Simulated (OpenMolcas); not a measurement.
**Hf²⁺ among point charges: CASSCF and CASPT2 levels and susceptibility**

How does a field of 6 point charges split the states of Hf²⁺, and what χT follows?

Program: OpenMolcas 26.06. Level of theory: state-averaged CASSCF and CASPT2, spin-orbit coupling by RASSI with atomic mean-field integrals. These are calculated values, not measurements, unless marked.

## (1) The system

```
Species                           : Hf²⁺ (hafnium, Z = 72, 70 electrons)
Basis                             : ANO-RCC-VDZP [7s6p4d2f1g], 68 functions
Scalar Hamiltonian                : DKH2, point nucleus
Inactive shells                   : 1s 2s 2p 3s 3p 3d 4s 4p 4d 4f 5s 5p
Active space                      : 2 electrons in 5 orbitals (5d)
Some configurations of this space : 5d²
Orbitals                          : optimised for each spin and parity, averaged over all roots
```

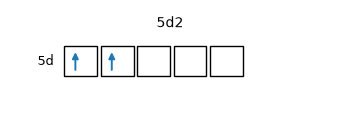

Occupation of the outer shells (arrows by Hund's rule).

The ion sits among 6 point charges of -1.7 e arranged as an octahedron (Oh), 2.36 Å from the ion.

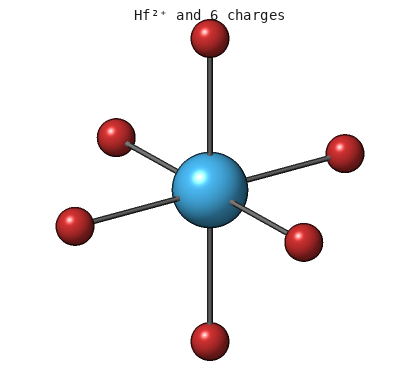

The ion and the point charges (red).

Each step is its own input file, run in one work folder so that later steps find the files of earlier ones. Labels, J, g values, rates, χT and fits are worked out afterwards by a script from the matrices that RASSI stores. The input lists half of the charges; inversion (Group=XYZ) makes the rest.

## (2) One- and two-electron integrals

a.inp

```
&GATEWAY
Coord
1

Hf 0.0 0.0 0.0
Basis=ANO-RCC-VDZP
Group=XYZ
NoMove
AngMom=0.0 0.0 0.0
AMFI
XField
3 Angstrom 0
2.360000 0.000000 0.000000 -1.700000
0.000000 2.360000 0.000000 -1.700000
0.000000 0.000000 2.360000 -1.700000
&SEWARD
```

The run is started by

```
$ OMP_NUM_THREADS=1 MOLCAS_MEM=1689 MOLCAS_PROJECT=a pymolcas a.inp > a.log
```

## (3) Reference wave functions, triplets of even parity, 10 roots

a.inp

```
&RASSCF
FileOrb=start.orb
Symmetry=1
Spin=3
nActEl=2 0 0
Inactive=15 19
Ras2=5 0
CIRoot=10 10 1
SDav=10
CIMx=300
Iter=120 100
PrWF=0.3
OrbListing=Nothing
MaxOrb=0
>>> COPY $Project.JobIph JOB001
```

start.orb holds the contracted functions of the basis, ordered by shell, or the orbitals of the step before.

## (4) Reference wave functions, singlets of even parity, 15 roots

a.inp

```
&RASSCF
FileOrb=start.orb
Symmetry=1
Spin=1
nActEl=2 0 0
Inactive=15 19
Ras2=5 0
CIRoot=15 15 1
SDav=15
CIMx=300
Iter=120 100
PrWF=0.3
OrbListing=Nothing
MaxOrb=0
>>> COPY $Project.JobIph JOB002
```

## (5) State interaction with spin-orbit coupling

a.inp

```
&RASSI
NrOfJobIphs=2 10 15
1 2 3 4 5 6 7 8 9 10
1 2 3 4 5 6 7 8 9 10 11 12 13 14 15
IphNames
JOB001
JOB002
EJob
SpinOrbit
DIPRint=1.0
SOCoupling=1000.0
Subsets=2
Property=9
'ANGMOM' 1 'ANGMOM' 2 'ANGMOM' 3 'MLTPL  1' 1 'MLTPL  1' 2 'MLTPL  1' 3
'AMFI' 1 'AMFI' 2 'AMFI' 3
SOProperty=3
'ANGMOM' 1 'ANGMOM' 2 'ANGMOM' 3
```

## (6) CASPT2: IPEA 0.25, imaginary shift 0.1 (closed shells correlated: 4f 5s 5p)

a.inp

```
>>> COPY JOB001 $Project.JobIph
&CASPT2
Multistate=10 1 2 3 4 5 6 7 8 9 10
NoMult
Frozen=14 9
IPEA=0.25
Imaginary=0.1
MaxIter=60
WThr=0.0 0.3 0.05
PrWF=0.5
NoMix
>>> COPY JOB002 $Project.JobIph
&CASPT2
Multistate=15 1 2 3 4 5 6 7 8 9 10 11 12 13 14 15
NoMult
Frozen=14 9
IPEA=0.25
Imaginary=0.1
MaxIter=60
WThr=0.0 0.3 0.05
PrWF=0.5
NoMix
```

(Steps that only read results are left out.)

What does the calculation give? Wanted: spin-free ground state; first state of the same spin within the active space; lowest level; next level.

**Answer**, as computed:

| quantity | value |
| --- | --- |
| method | SS-CASPT2, IPEA 0.25, imaginary shift 0.1 (closed shells correlated: 4f 5s 5p) |
| spin-free ground state | 3T1, 3-fold in its orbital part |
| first state of the same spin within the active space | 3T2 at 17100 cm⁻¹ |
| lowest level | 2-fold E, g = 0.00, 0.00, 0.00 |
| next level | 157.2 cm⁻¹ |
| χT at 300 K | 0.18 cm³ K/mol |
| effective moment at 300 K | 1.20 μB |

Cost by method:

| method | time of its own steps | time with the reference |
| --- | --- | --- |
| A. CASSCF | 5.6 s | 5.6 s |
| B. SS-CASPT2, IPEA 0.25, imaginary shift 0.1, +4f 5s 5p | 3.7 s | 9.3 s |

Times are of one thread on a shared host.

In words: The spin-free ground state (3T1) comes to 89 % from free-ion F terms and keeps the highest spin of the shell. χT at 300 K is 0.18, against 1.00 cm³ K/mol for the spin alone, so spin-orbit coupling lowers it. A ligand-field fit to the states below 45000 cm-1 gives 10Dq = 18732 cm-1, B = 475 cm-1 and C = 1704 cm-1 (C/B = 3.59), with a deviation of 501 cm-1. CASPT2 does not keep the components of a term degenerate, and the means are used. The field of point charges can differ much from that of real complexes. Point charges carry no covalency, so the field is a model and not that of real ligands.
